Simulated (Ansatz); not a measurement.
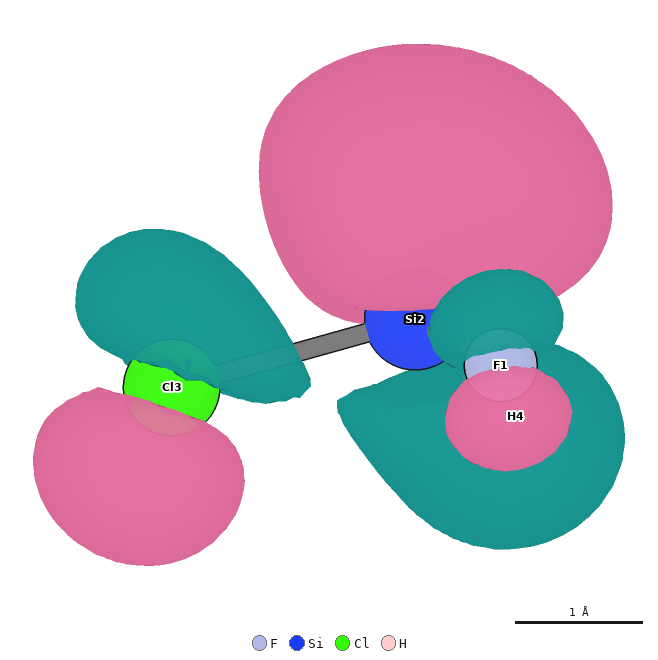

*ClFHSi (doublet). The HOMO (α) at ±0.1 Å⁻³ᐟ² (teal and pink are the two phases), seen from one side.*

Not at a stationary point (largest force 1.5 eV/Å).

Theory: SCF hf, Gaussian basis in Ansatz.

The calculation's input:

```
crystal:
  periodic: [false, false, false]
  atoms:
    - { symbol: F, position_ang: [-0.99295, -0.34231, 1.0625] }
    - { symbol: Si, position_ang: [-0.20489, -0.22321, -0.34744] }
    - { symbol: Cl, position_ang: [1.73263, -0.54664, 0.07547] }
    - { symbol: H, position_ang: [-0.53479, 1.11216, -0.79053] }
basis:
  gaussian:
    orbitals: def2-SVP
hamiltonian:
  xc: hf
magnetization:
  spin_polarized: true
  initial_magnetization: 1.0
output:
  orbitals: {}
  forces: true
```

### What is the character of this orbital?

It lies mainly on Si2 (about 65 %), Cl3 (about 20 %) and H4 (about 10 %). Its energy is −9.92 eV.
